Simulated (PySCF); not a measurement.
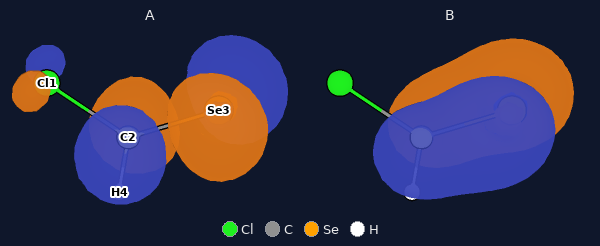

CHClSe, SMILES `ClC=[Se]`. Natural orbitals of the π active space, CASSCF(2,2), singlet state, in random order.

Level of theory: def2-TZVP basis (PySCF), at a geometry from GFN2-xTB. No frequency check shows the geometry to be a minimum. GFN2-xTB bond lengths at metals and heavier atoms can be off by up to 0.1 Å and shapes distorted, which carries into these values.

Coordinates in Å:

```
Cl1      1.9655   -0.1780    0.0000
C2       0.4929    0.6603    0.0000
Se3     -1.0881   -0.0786    0.0000
H4       0.6246    1.7366    0.0000
```

Q: Which orbitals are strongly, which singly and which weakly occupied?

A: Strongly: B (1.87). Weakly: A (0.13). Broadly, orbitals with more nodes between bonded atoms hold fewer electrons.

Q: How multiconfigurational is the state?

A: The leading determinant weighs 0.94; the effective number of unpaired electrons, Σ n²(2−n)², is 0.12; the most occupied of the weakly occupied orbitals holds 0.13 e, as in an ordinary closed-shell π system. The active space lowers the energy by 0.77 eV against Hartree–Fock.

Q: Where does the lowest triplet lie relative to the singlet, at this geometry and within this active space?

A: 2.80 eV above it by strongly contracted NEVPT2 (+2.49 eV by CASSCF); a small basis tends to put such gaps a few tenths of an eV too high. This is a vertical energy for π states alone; a state that uses lone pairs or σ orbitals may lie lower.
